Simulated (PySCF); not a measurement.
System: C4H7S (doublet).

```yaml
atoms:
  - { symbol: C, position_ang: [1.4063, -0.1886, -0.1671] }
  - { symbol: C, position_ang: [0.0277, 0.1014, 0.4218] }
  - { symbol: C, position_ang: [-0.6169, 1.3549, -0.0633] }
  - { symbol: S, position_ang: [-2.1175, 0.6676, -0.5719] }
  - { symbol: C, position_ang: [-1.1072, -0.7901, -0.1106] }
  - { symbol: H, position_ang: [1.3726, -0.1320, -1.2529] }
  - { symbol: H, position_ang: [1.7423, -1.1815, 0.1244] }
  - { symbol: H, position_ang: [2.1237, 0.5439, 0.1946] }
  - { symbol: H, position_ang: [0.1005, 0.0445, 1.5181] }
  - { symbol: H, position_ang: [-0.4764, 2.3710, 0.2434] }
  - { symbol: H, position_ang: [-1.6078, -1.4144, 0.6251] }
  - { symbol: H, position_ang: [-0.8461, -1.3773, -0.9876] }
```

Geometry: GFN2-xTB.

Theory: UKS B3LYP, pcH-1 on C H S, non-relativistic, mean-field spin-orbit, GIAO in PySCF 2.14.0, density-fitted response routines.

What will maps of the electron density, electron localisation function and spin density show?

Answer. C–C (1.49 Å): ρ at the midpoint is about 1.8 e/Å³; the ELF peaks at about 0.95 between the atoms, as expected for a shared electron pair.
C–S (1.73 Å): ρ is about 1.4 e/Å³ halfway; the ELF peaks at about 0.90 between the atoms: localised, covalent bonding.
C–H (1.07 Å): ρ is about 2.1 e/Å³ halfway; the ELF climbs to about 1 towards the hydrogen, as it does in any bond to H; an ordinary covalent bond to hydrogen.
C–C (1.54 Å): the density is about 1.6 e/Å³ at the midpoint; the ELF peaks at about 0.95 between the atoms, as expected for a covalent bond.
The unpaired spin (1 electron) lies mostly on C3 (about 0.6) and S4 (about 0.3), in electrons by Hirshfeld's partition.

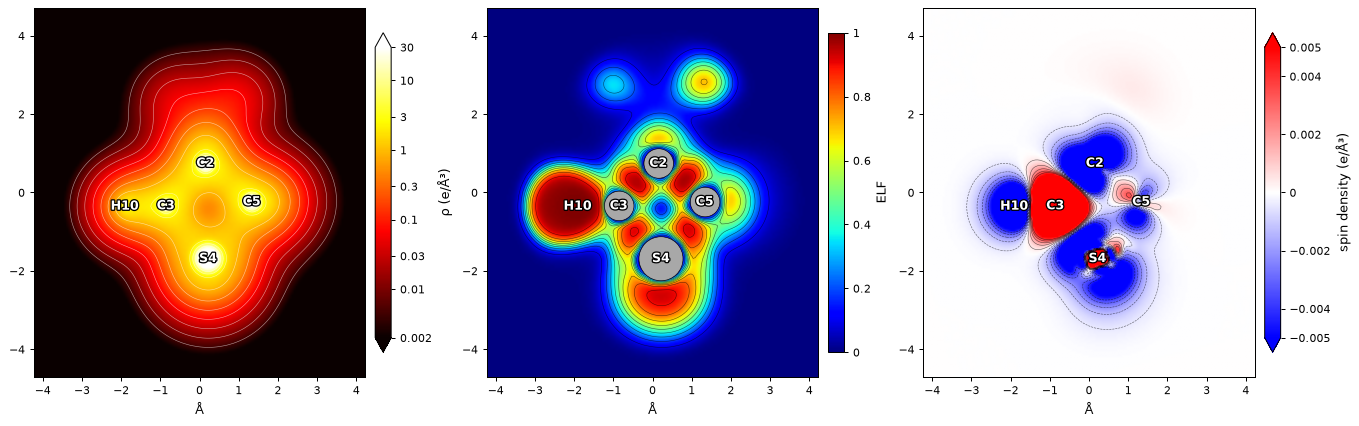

Computed electron density, electron localisation function and spin density on the plane of atoms C2, C5 and S4, in this order. Grey discs cover the atomic cores in the ELF map. 
